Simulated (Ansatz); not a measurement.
ClH$_{4}$NSi···HF···H$_{2}$O

```yaml
atoms:
  - { symbol: Si, position_ang: [-1.1347, -0.1056, 0.4976] }
  - { symbol: Cl, position_ang: [0.5041, -1.4525, 0.6265] }
  - { symbol: H, position_ang: [-1.3221, 0.1258, -0.9368] }
  - { symbol: H, position_ang: [-0.7472, 1.0577, 1.2972] }
  - { symbol: N, position_ang: [-2.5598, -0.7807, 1.1443] }
  - { symbol: H, position_ang: [1.6489, 1.5423, -1.0228] }
  - { symbol: F, position_ang: [0.8832, 2.0398, -0.9384] }
  - { symbol: H, position_ang: [2.5433, -0.3598, -0.5023] }
  - { symbol: O, position_ang: [2.8878, 0.3279, -1.0601] }
  - { symbol: H, position_ang: [-3.0919, -1.4687, 0.6476] }
  - { symbol: H, position_ang: [-2.7115, -0.8426, 2.1325] }
  - { symbol: H, position_ang: [3.1000, -0.0837, -1.8852] }
```

All numbers below come from RHF/def2-SVP in Ansatz.

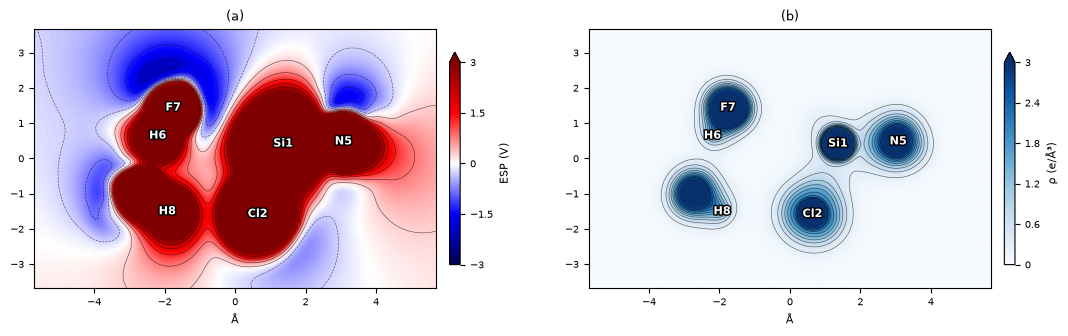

Figure 1. (a) molecular electrostatic potential; (b) electron density on the plane of atoms Cl2, Si1 and N5.

**Interpret the plot.**

The section cuts through Si, Cl, N, H and F sites. Si–N (1.70 Å): ρ is about 1.1 e/Å³ halfway. Si–Cl (2.13 Å): the density is about 0.77 e/Å³ at the midpoint. F–H (0.92 Å): ρ at the midpoint is about 4.8 e/Å³. Outside the dense part of the complex the potential is most negative (−2.1 V) near F7.

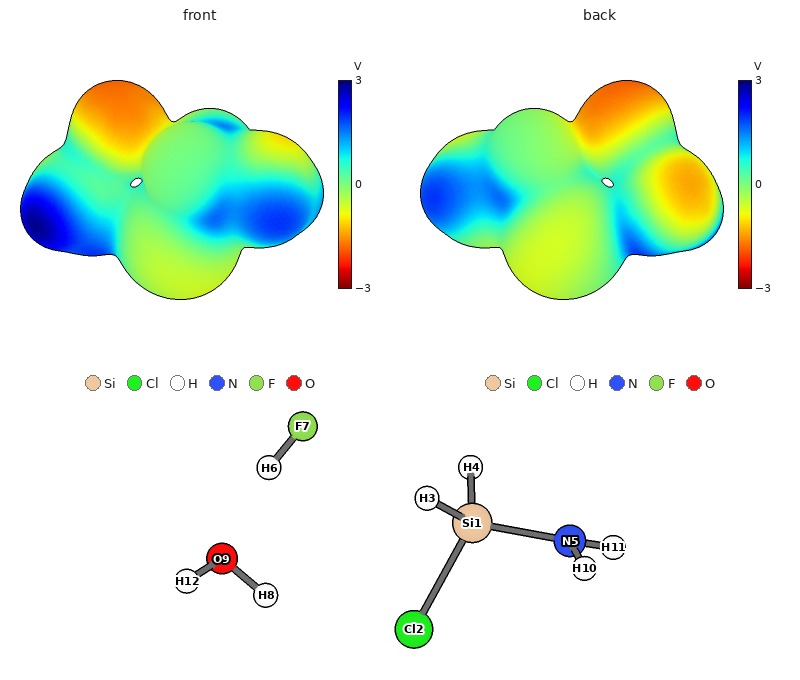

Figure 2. The electrostatic potential painted on the density surface at 0.002 e/bohr³, seen from the front and from behind; red is negative and blue positive. The bare structure is drawn below in the same view.

**Describe the electrostatic potential map.**

The most negative region (about −1.8 V) lies over F7, the most positive (about +2.8 V) over H12.

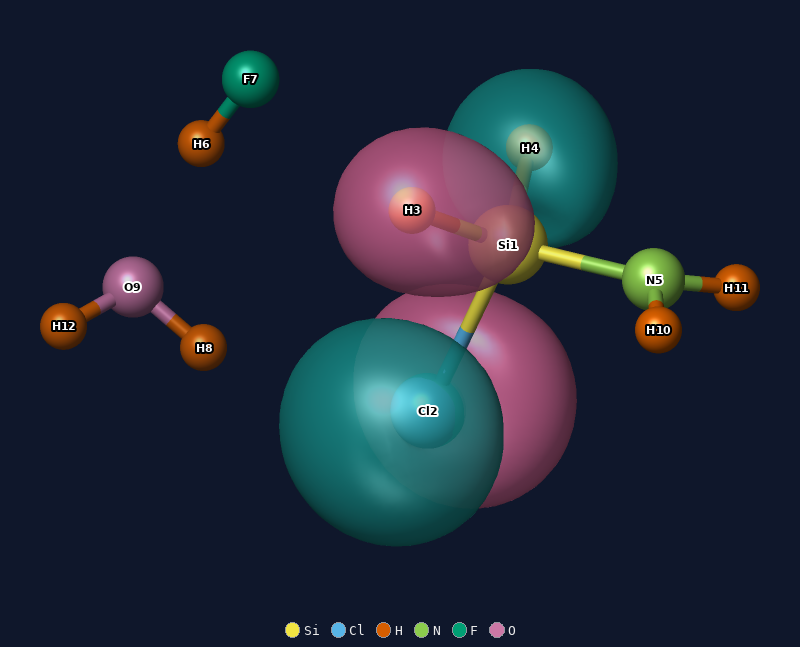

Figure 3. The HOMO−1 at ±0.1 Å⁻³ᐟ² (teal and pink are the two phases), seen at a tilt.

**Describe this orbital and give its energy.**

Its weight (Hirshfeld) is mainly on Cl2 (about 70 %), Si1 (about 15 %), H3 (about 10 %) and H4 (about 10 %); largely a lone pair of Cl2. Its energy is −11.99 eV.
